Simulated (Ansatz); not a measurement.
**C2H7FOSi: two geometries relaxed**

Are the two ends of the rotation by 180° about the C3–O4 bond separate minima, and which lies lower? Each is relaxed from a guess. SMILES of the start: C[SiH2]C(O)F.

Program: Ansatz 0.2.0. Level of theory: RKS B3LYP-D4/STO-3G. These are calculated values, not measurements.

### 1 The system as given

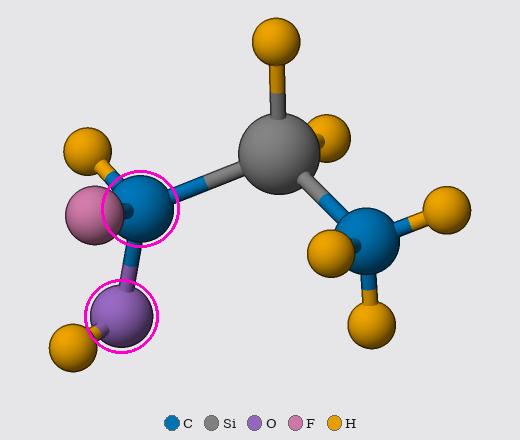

Start, viewed from a chosen angle; carbon blue, silicon grey, oxygen purple, fluorine pink, hydrogen amber. Ringed: C3, O4.

Structure file:

```xyz
12

C    -1.2960   -0.5468   -0.9370
Si   -0.1389   -0.8389    0.4151
C     0.9804    0.6067    0.6763
O     1.8660    1.0674   -0.4135
F     0.2762    1.6859    1.0266
H    -0.8280   -0.2992   -1.8965
H    -1.9885   -1.3515   -1.0915
H    -1.9208    0.3917   -0.7298
H     0.6381   -2.0527    0.1320
H    -0.8874   -1.1441    1.6866
H     1.6865    0.3958    1.5390
H     1.6893    2.0304   -0.3732
```

### 2 End point A

input.yaml

```yaml
crystal:
  periodic: [false, false, false]
  atoms:
    - { symbol: C, position_ang: [-1.296, -0.5468, -0.937] }
    - { symbol: Si, position_ang: [-0.1389, -0.8389, 0.4151] }
    - { symbol: C, position_ang: [0.9804, 0.6067, 0.6763] }
    - { symbol: O, position_ang: [1.866, 1.0674, -0.4135] }
    - { symbol: F, position_ang: [0.2762, 1.6859, 1.0266] }
    - { symbol: H, position_ang: [-0.828, -0.2992, -1.8965] }
    - { symbol: H, position_ang: [-1.9885, -1.3515, -1.0915] }
    - { symbol: H, position_ang: [-1.9208, 0.3917, -0.7298] }
    - { symbol: H, position_ang: [0.6381, -2.0527, 0.132] }
    - { symbol: H, position_ang: [-0.8874, -1.1441, 1.6866] }
    - { symbol: H, position_ang: [1.6865, 0.3958, 1.539] }
    - { symbol: H, position_ang: [1.6893, 2.0304, -0.3732] }
basis:
  gaussian: { orbitals: STO-3G }
hamiltonian:
  xc: b3lyp
  dispersion: d4
relax:
  f_tol: 0.015
  max_steps: 40
```

Started as:

```
> ansatz run input.yaml --threads 1 --pin off --max-ram 2048MiB --backend cpu --events-out ev --progress --plain --runs-dir out
```

The log of the run, cut to the lines that bear on the results:

```text
Warning: RAYON_NUM_THREADS=1 ignored (pool sized by the plan → 1); use --threads N
[...]
Functional definition: B3LYP
[...]
522 factors; integrals over basis functions are off by at most 1.3e-5 eV
[...]
mean field -14643.79261130 eV, -538.1494525463 hartree, gradient 2.4e-5 eV, S^2 0.000000; 0 other end points of the search recorded, 0 dependent functions left out
[...]
reference -14643.79280315 eV, -538.1494595967 hartree; 25, 25 occupied and 11, 11 virtual orbitals, 522 factors
relax step   1: F+E_penalty+E_count = -14644.14461097 eV  Δ(F+E_penalty+E_count) = +0.000e0 eV  max|allowed force component| = 3.736e0 eV/Å  Δτ_max = 0.0000 Å  (22 SCF iters, accepted)
[...]
relax step   4: F+E_penalty+E_count = -14644.82143296 eV  Δ(F+E_penalty+E_count) = -1.640e-2 eV  max|allowed force component| = 2.816e-1 eV/Å  Δτ_max = 0.1043 Å  (25 SCF iters, accepted)
[...]
relax step   7: F+E_penalty+E_count = -14644.79077411 eV  Δ(F+E_penalty+E_count) = +6.840e-2 eV  max|allowed force component| = 2.161e0 eV/Å  Δτ_max = 0.1965 Å  (30 SCF iters, rejected (line search))
[...]
relax step  10: F+E_penalty+E_count = -14644.88810718 eV  Δ(F+E_penalty+E_count) = -5.163e-3 eV  max|allowed force component| = 5.813e-2 eV/Å  Δτ_max = 0.0581 Å  (25 SCF iters, accepted)
[...]
relax step  11: F+E_penalty+E_count = -14644.88855797 eV  Δ(F+E_penalty+E_count) = -4.508e-4 eV  max|allowed force component| = 1.666e-2 eV/Å  Δτ_max = 0.0178 Å  (25 SCF iters, accepted)
[...]
523 factors; integrals over basis functions are off by at most 2.4e-5 eV
[...]
mean field -14644.53744016 eV, -538.1768245019 hartree, gradient 1.7e-5 eV, S^2 0.000000; 1 other end points of the search recorded, 0 dependent functions left out
[...]
reference -14644.53763551 eV, -538.1768316808 hartree; 25, 25 occupied and 11, 11 virtual orbitals, 523 factors
Total energy: -14644.88882531 eV, -538.1897376679 hartree
Atom 0 at    -1.360299    -0.538807    -0.966603 Å, force     0.002008    -0.002592     0.000956 eV/Å
Atom 1 at    -0.154977    -0.857584     0.430864 Å, force    -0.002598    -0.003521    -0.003390 eV/Å
Atom 2 at     0.931655     0.704213     0.736182 Å, force     0.003258     0.001461     0.000854 eV/Å
Atom 3 at     1.553472     1.034078    -0.556573 Å, force     0.000874     0.000899    -0.001527 eV/Å
Atom 4 at     0.196403     1.819689     1.213075 Å, force    -0.001023    -0.000028    -0.000758 eV/Å
Atom 5 at    -0.826626    -0.276481    -1.888486 Å, force     0.001759     0.001382     0.000160 eV/Å
Atom 6 at    -1.976120    -1.423477    -1.172877 Å, force     0.000134    -0.001093     0.000353 eV/Å
Atom 7 at    -2.035360     0.291190    -0.723995 Å, force    -0.002859     0.001747     0.001839 eV/Å
Atom 8 at     0.724604    -1.960296     0.114124 Å, force    -0.000589     0.001808    -0.000097 eV/Å
Atom 9 at    -0.859089    -1.163126     1.655980 Å, force    -0.000316     0.001078     0.000550 eV/Å
Atom 10 at     1.729894     0.480976     1.505125 Å, force    -0.000666     0.000019     0.000150 eV/Å
Atom 11 at     2.153343     1.834324    -0.312716 Å, force     0.000020    -0.001158     0.000910 eV/Å
Dipole moment:     0.095373    -0.049322     0.118920 e Å
```

Run time: 33 s. Hardware: 1 thread of an x86-64 CPU, shared host; peak memory 0.16 GiB.

The steps of the relaxation:

| step | energy from step 1 (eV) | largest force component (eV/Å) |
| --- | --- | --- |
| 1 | 0.0000 | 3.7356 |
| 2 | -0.5982 | 0.9598 |
| 3 | -0.6604 | 0.3197 |
| 4 | -0.6768 | 0.2816 |
| 5 | -0.6937 | 0.5132 |
| 6 | -0.7146 | 0.1196 |
| 7x | -0.6462 | 2.1608 |
| 8 | -0.7305 | 0.1666 |
| 9 | -0.7383 | 0.1473 |
| 10 | -0.7435 | 0.0581 |
| 11 | -0.7439 | 0.0167 |
| 12 | -0.7440 | 0.0035 |

Step 1 is the start. 1 step was tried and not accepted (marked x).

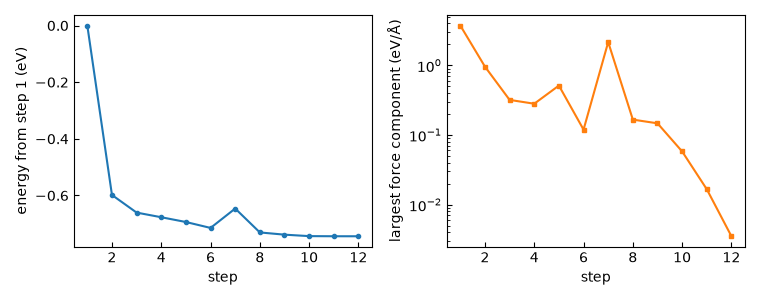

Energy and largest force along the relaxation.

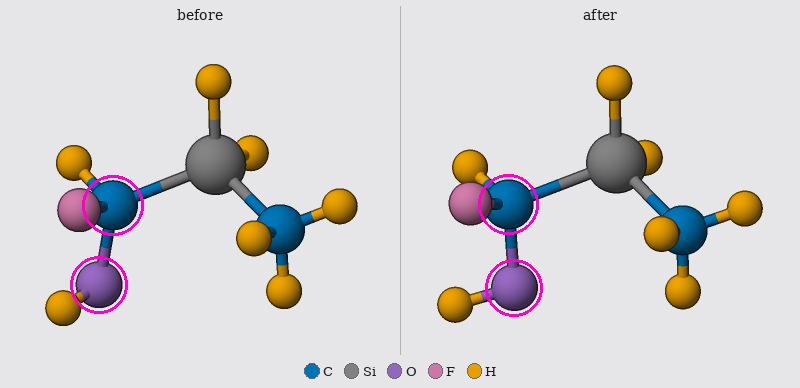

Before and after, at one scale.

After: Bond lengths: C1–Si2 1.873 Å, Si2–C3 1.927 Å, C3–O4 1.472 Å, C3–F5 1.419 Å, C1–H6 1.097 Å, C1–H7 1.097 Å, C1–H8 1.097 Å, Si2–H9 1.446 Å, Si2–H10 1.446 Å, C3–H11 1.131 Å, O4–H12 1.029 Å. Angles (14 of 19 angles, heavy atoms first): C1–Si2–C3 110.1°, Si2–C3–O4 106.3°, Si2–C3–F5 113.5°, O4–C3–F5 109.8°, C1–Si2–H9 111.0°, C1–Si2–H10 110.8°, C3–Si2–H9 108.0°, C3–Si2–H10 108.2°, Si2–C1–H6 110.8°, Si2–C1–H7 111.4°, Si2–C1–H8 111.1°, Si2–C3–H11 110.2°, O4–C3–H11 110.1°, F5–C3–H11 107.0°.

### 3 Relaxing end B

The second end starts from a geometry with the move made by hand.

Changes to input.yaml since step 2:

```diff
@@ -14,3 +14,3 @@
     - { symbol: H, position_ang: [1.6865, 0.3958, 1.539] }
-    - { symbol: H, position_ang: [1.6893, 2.0304, -0.3732] }
+    - { symbol: H, position_ang: [2.23996, 0.20701, -0.69654] }
 basis:
```

Started as:

```
> ansatz run input.yaml --threads 1 --pin off --max-ram 2048MiB --backend cpu --events-out ev --progress --plain --runs-dir out
```

The log of the run, cut to the lines that bear on the results:

```text
Warning: RAYON_NUM_THREADS=1 ignored (pool sized by the plan → 1); use --threads N
[...]
Functional definition: B3LYP
[...]
523 factors; integrals over basis functions are off by at most 1.3e-5 eV
[...]
mean field -14643.75453053 eV, -538.1480531035 hartree, gradient 2.9e-5 eV, S^2 0.000000; 0 other end points of the search recorded, 0 dependent functions left out
[...]
reference -14643.75471609 eV, -538.1480599227 hartree; 25, 25 occupied and 11, 11 virtual orbitals, 523 factors
relax step   1: F+E_penalty+E_count = -14644.11028695 eV  Δ(F+E_penalty+E_count) = +0.000e0 eV  max|allowed force component| = 3.419e0 eV/Å  Δτ_max = 0.0000 Å  (22 SCF iters, accepted)
[...]
relax step   5: F+E_penalty+E_count = -14644.69983667 eV  Δ(F+E_penalty+E_count) = -2.191e-3 eV  max|allowed force component| = 1.781e-1 eV/Å  Δτ_max = 0.0883 Å  (25 SCF iters, accepted)
[...]
relax step   9: F+E_penalty+E_count = -14644.70489502 eV  Δ(F+E_penalty+E_count) = -8.082e-4 eV  max|allowed force component| = 1.474e-2 eV/Å  Δτ_max = 0.0443 Å  (25 SCF iters, accepted)
[...]
relax step  13: F+E_penalty+E_count = -14644.68284263 eV  Δ(F+E_penalty+E_count) = +2.241e-2 eV  max|allowed force component| = 1.365e0 eV/Å  Δτ_max = 0.2000 Å  (30 SCF iters, rejected (line search))
[...]
relax step  15: F+E_penalty+E_count = -14644.70585153 eV  Δ(F+E_penalty+E_count) = -4.356e-4 eV  max|allowed force component| = 9.216e-2 eV/Å  Δτ_max = 0.0541 Å  (25 SCF iters, accepted)
[...]
relax step  16: F+E_penalty+E_count = -14644.70256760 eV  Δ(F+E_penalty+E_count) = +3.284e-3 eV  max|allowed force component| = 6.687e-1 eV/Å  Δτ_max = 0.1003 Å  (25 SCF iters, rejected (line search))
[...]
523 factors; integrals over basis functions are off by at most 2.4e-5 eV
mean field -14644.35649282 eV, -538.1701748099 hartree, gradient 7.5e-6 eV, S^2 0.000000; 0 other end points of the search recorded, 0 dependent functions left out
[...]
reference -14644.35668350 eV, -538.1701818171 hartree; 25, 25 occupied and 11, 11 virtual orbitals, 523 factors
```

### 4 The log goes on: end point B relaxed

The log, continued, cut to the lines that bear on the results:

```text
relax step  17: F+E_penalty+E_count = -14644.70697408 eV  Δ(F+E_penalty+E_count) = -1.123e-3 eV  max|allowed force component| = 1.171e-1 eV/Å  Δτ_max = 0.0502 Å  (25 SCF iters, accepted)
[...]
relax step  20: F+E_penalty+E_count = -14644.74191934 eV  Δ(F+E_penalty+E_count) = -3.276e-2 eV  max|allowed force component| = 7.435e-1 eV/Å  Δτ_max = 0.1687 Å  (30 SCF iters, accepted)
[...]
relax step  23: F+E_penalty+E_count = -14644.86870284 eV  Δ(F+E_penalty+E_count) = -1.143e-2 eV  max|allowed force component| = 7.028e-1 eV/Å  Δτ_max = 0.1361 Å  (25 SCF iters, accepted)
[...]
relax step  26: F+E_penalty+E_count = -14644.88824073 eV  Δ(F+E_penalty+E_count) = -2.897e-3 eV  max|allowed force component| = 3.768e-2 eV/Å  Δτ_max = 0.0193 Å  (25 SCF iters, accepted)
[...]
Atom 2 at     1.076623     0.447264     0.666685 Å, force    -0.003741     0.003148    -0.000722 eV/Å
Atom 3 at     1.783356     0.550303    -0.620407 Å, force    -0.002193     0.000592    -0.000384 eV/Å
Atom 4 at     0.519204     1.705990     1.009727 Å, force     0.001248    -0.003598    -0.000286 eV/Å
Atom 5 at    -0.828337    -0.393859    -1.898396 Å, force    -0.000432    -0.000500     0.001236 eV/Å
Atom 6 at    -2.130952    -1.320098    -1.127413 Å, force    -0.000606    -0.001264    -0.000015 eV/Å
Atom 7 at    -1.936993     0.406279    -0.770831 Å, force     0.001142    -0.001173    -0.002288 eV/Å
Atom 8 at     0.454059    -2.185021     0.207129 Å, force    -0.000352    -0.001541     0.000719 eV/Å
Atom 9 at    -0.978107    -1.058277     1.690823 Å, force    -0.000936     0.000445     0.000840 eV/Å
Atom 10 at     1.803546     0.172618     1.487849 Å, force     0.002025    -0.000977     0.000366 eV/Å
Atom 11 at     2.498359     1.263417    -0.420542 Å, force    -0.001011    -0.000108     0.000253 eV/Å
Dipole moment:     0.080833    -0.051858     0.128249 e Å
```

It took 76 s on 1 thread of an x86-64 CPU, shared host; peak memory 0.17 GiB.

Step by step:

| step | energy from step 1 (eV) | largest force component (eV/Å) |
| --- | --- | --- |
| 1 | 0.0000 | 3.4194 |
| 2 | -0.5329 | 0.9210 |
| 3 | -0.5820 | 0.3083 |
| 4 | -0.5874 | 0.2121 |
| 5 | -0.5896 | 0.1781 |
| 6 | -0.5920 | 0.1928 |
| 7x | -0.5753 | 0.9776 |
| 8 | -0.5938 | 0.0441 |
| 9 | -0.5946 | 0.0147 |
| 10 | -0.5946 | 0.1093 |
| 11 | -0.5948 | 0.0393 |
| 12 | -0.5950 | 0.0058 |
| 13x | -0.5726 | 1.3648 |
| 14 | -0.5951 | 0.0068 |
| 15 | -0.5956 | 0.0922 |
| 16x | -0.5923 | 0.6687 |
| 17 | -0.5967 | 0.1171 |
| 18 | -0.5979 | 0.2021 |
| 19 | -0.5989 | 0.7878 |
| 20 | -0.6316 | 0.7435 |
| 21 | -0.6894 | 0.8538 |
| 22 | -0.7470 | 0.5023 |
| 23 | -0.7584 | 0.7028 |
| 24 | -0.7751 | 0.3508 |
| 25x | -0.7708 | 0.4494 |
| 26 | -0.7780 | 0.0377 |
| 27 | -0.7782 | 0.0197 |
| 28 | -0.7783 | 0.0051 |

Step 1 is the start. 4 steps were tried and not accepted (marked x).

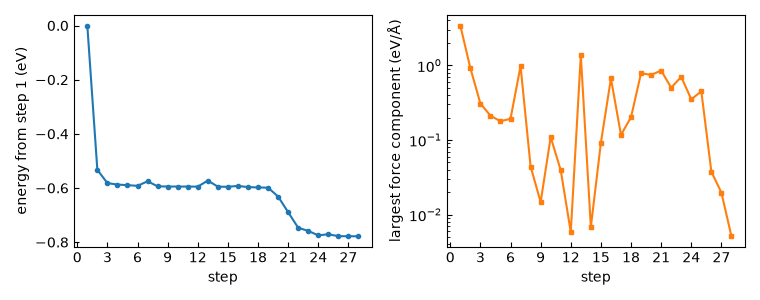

How energy and force went from step to step.

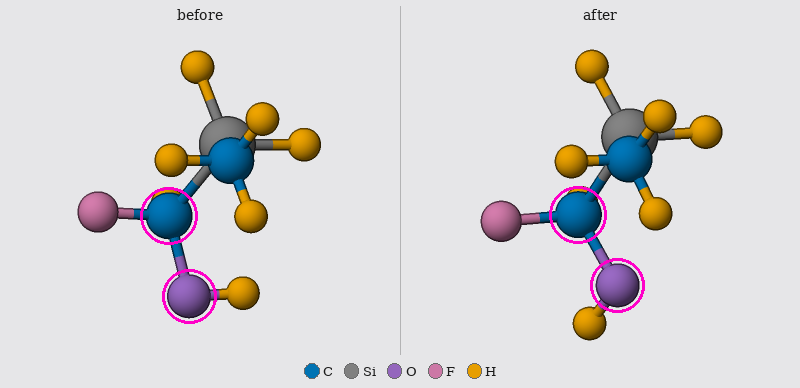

The structure before (left) and after (right), drawn at the same scale.

After: Bond lengths: C1–Si2 1.873 Å, Si2–C3 1.927 Å, C3–O4 1.472 Å, C3–F5 1.419 Å, C1–H6 1.097 Å, C1–H7 1.097 Å, C1–H8 1.097 Å, Si2–H9 1.446 Å, Si2–H10 1.446 Å, C3–H11 1.131 Å, O4–H12 1.029 Å. Angles (14 of 19 angles, heavy atoms first): C1–Si2–C3 110.1°, Si2–C3–O4 106.4°, Si2–C3–F5 113.4°, O4–C3–F5 109.8°, C1–Si2–H9 111.0°, C1–Si2–H10 110.7°, C3–Si2–H9 108.0°, C3–Si2–H10 108.1°, Si2–C1–H6 110.8°, Si2–C1–H7 111.3°, Si2–C1–H8 111.1°, Si2–C3–H11 110.2°, O4–C3–H11 110.1°, F5–C3–H11 107.0°.

### 5 What came out

| quantity | value |
| --- | --- |
| end A | 10 moves, 0.744 eV lower |
| end B | 23 moves, 0.778 eV lower |
| largest difference between the ends | 0.05 Å |
| end B relative to end A | +0.000 eV |

What this shows: Both starts fell into the same minimum (no atom differs by more than 0.05 Å), so from this start no second minimum was found and no band was run; another arrangement could still be one. The basis is very small, so the numbers are rough.
